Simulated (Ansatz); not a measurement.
## Profile along the N–W line in W3N4 (space group Pm-3m)

W₃N₄ (space group Pm-3m)

Space group Pm-3m (No. 221); a = 4.1558 Å, b = 4.1558 Å, c = 4.1558 Å, α = 90.00°, β = 90.00°, γ = 90.00°

```tsv
atom	site	symmetry	x	y	z
N	1b	m-3m	0.5000	0.5000	0.5000
N	3d	4/mm.m	0.0000	0.0000	0.5000
W	3c	4/mm.m	0.0000	0.5000	0.5000
```

Fields along a shortest N–W line of a {110} plane (2.08 Å), from N to W, interpolated on the slice's grid (step about 0.2 Å). Calculation: LDA (plane waves to 420 eV, PAW, scalar-relativistic; Ansatz, a program for electronic structure). k mesh 11×11×11. Inside the PAW spheres the values are not all-electron values, and peaks at nuclei hang on which shells count as valence. Spin-orbit coupling is left out, though W is heavy. W3N4 is run without spin polarisation. W3N4 was relaxed with its symmetry unable to fall.

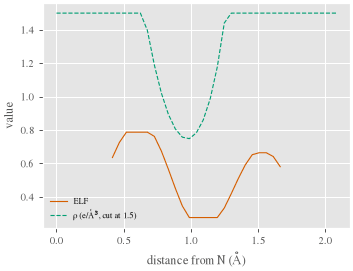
Figure. ELF (away from the nuclei) and valence density from N to W.

Density on the N–W line (2.08 Å) at its density minimum, 1.0 Å from N: 0.75 e/Å³. ELF at that point: 0.28.
